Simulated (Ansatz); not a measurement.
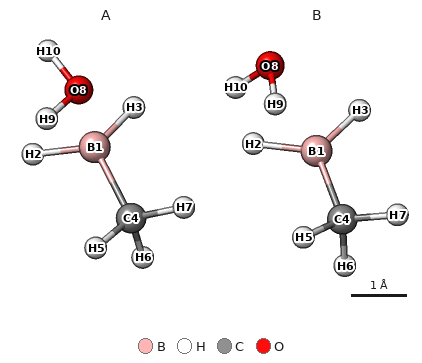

Two geometries of CH7BO, drawn at one scale. One is the start of a relaxation, the other its converged end. The picture is a ball-and-stick view, seen from a free direction.

Method: RKS PBE-D4/6-31G* (Ansatz). Set-up: no spin polarisation; force threshold 0.03 eV/Å; at most 50 steps.

Question: Which of the two is the end point?

Answer: Structure A is the relaxed one. The run prepares an end point of a later path (reaction) calculation, from a guessed geometry. Over 14 accepted moves (16 points after the start) the energy falls by 10.4 kcal/mol. Largest force component: 0.75 eV/Å at the start, 0.0095 eV/Å at the end. The line search rejected the trial steps at points 6, 9 of the run. The atom that moves furthest after the best rigid fit is H10 (0.80 Å). By element the largest moves are H 0.80 Å, O 0.63 Å, B 0.32 Å, C 0.07 Å. Some distances before and after: B1–O8 2.596 → 1.756 Å, B1–C4 1.571 → 1.598 Å, B1–H2 1.202 → 1.224 Å, O8–H10 0.997 → 0.981 Å. Bond angles that change, for instance: H3–B1–C4 121.4° → 117.3°, H2–B1–C4 120.4° → 116.4°, H2–B1–H3 117.3° → 114.4°.
